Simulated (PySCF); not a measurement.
```json
{"atom": "C", "x (Å)": "-0.3805", "y (Å)": "1.4054", "z (Å)": "0.2032"}
{"atom": "C", "x (Å)": "0.0393", "y (Å)": "0.0650", "z (Å)": "-0.3860"}
{"atom": "C", "x (Å)": "-1.0266", "y (Å)": "-1.0067", "z (Å)": "-0.2005"}
{"atom": "C", "x (Å)": "1.3615", "y (Å)": "-0.3766", "z (Å)": "0.2109"}
{"atom": "F", "x (Å)": "1.7867", "y (Å)": "-1.5517", "z (Å)": "-0.3618"}
{"atom": "H", "x (Å)": "0.3810", "y (Å)": "2.1840", "z (Å)": "0.0374"}
{"atom": "H", "x (Å)": "-1.3198", "y (Å)": "1.7561", "z (Å)": "-0.2503"}
{"atom": "H", "x (Å)": "-0.5499", "y (Å)": "1.3265", "z (Å)": "1.2903"}
{"atom": "H", "x (Å)": "0.2131", "y (Å)": "0.1977", "z (Å)": "-1.4695"}
{"atom": "H", "x (Å)": "-1.9631", "y (Å)": "-0.7299", "z (Å)": "-0.7083"}
{"atom": "H", "x (Å)": "-1.2549", "y (Å)": "-1.1516", "z (Å)": "0.8691"}
{"atom": "H", "x (Å)": "-0.6858", "y (Å)": "-1.9697", "z (Å)": "-0.6067"}
{"atom": "H", "x (Å)": "2.1401", "y (Å)": "0.3900", "z (Å)": "0.0495"}
{"atom": "H", "x (Å)": "1.2582", "y (Å)": "-0.5390", "z (Å)": "1.3004"}
```

Geometry: PBE0-D3(BJ)/def2-SVP.

These are results of PySCF 2.14.0, PBE0/pcSseg-1, SCF density, in a chloroform solvent model, non-relativistic, not measurements.

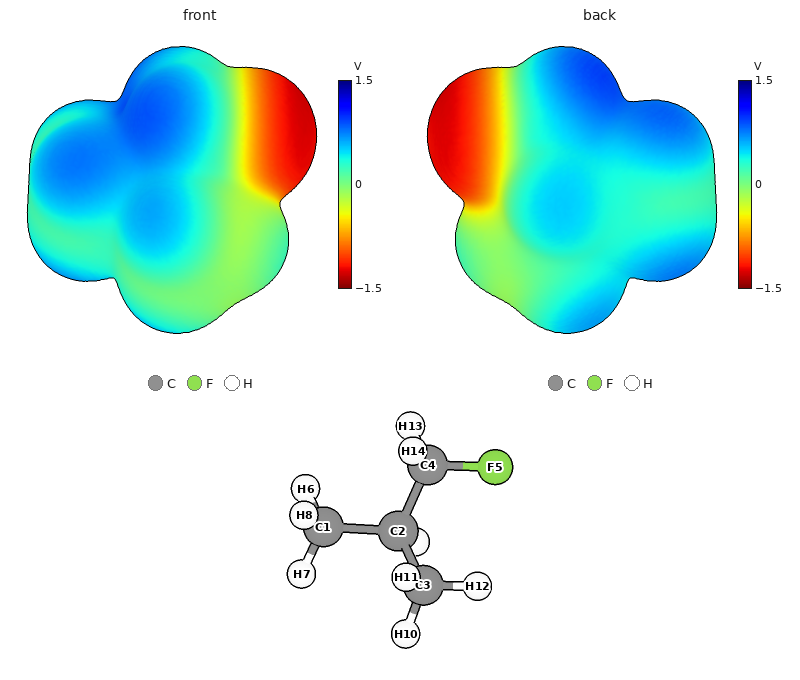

C4H9F ((CH3)2CHCH2F). The electrostatic potential painted on the density surface at 0.002 e/bohr³, seen from the front and from behind; red is negative and blue positive. The bare structure is drawn below in the same view.

Q: Describe the electrostatic potential map.

A: The most negative region (about −1.3 V, or −30 kcal/mol for a unit charge) lies over F5, the most positive (about +0.9 V, or +21 kcal/mol for a unit charge) over C4, H13 and H14.

Q: How polar is the molecule by this calculation?

A: Its dipole moment is 2.09 D.
